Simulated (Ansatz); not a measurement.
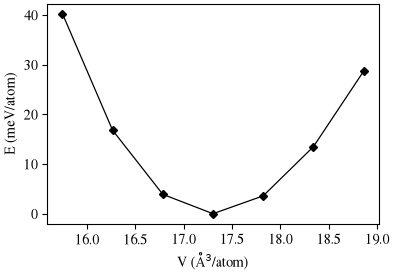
Figure. PbF2 (fluorite, space group No. 225) under volume change, plane-wave PAW r²SCAN (Ansatz code), scaled uniformly.

Question: What does a third-order Birch–Murnaghan fit give for V₀, B₀ and B′?

Answer: V₀ = 17.30 Å³/atom, B₀ = 77.2 GPa, B′ = 4.7.

Space group Fm-3m (fluorite). The r²SCAN relaxation kept the symmetry of its start; phonons on a q-mesh show no instability. Spin–orbit coupling is left out wherever it is not named.

Potentials: the later of the program's two PAW sets.
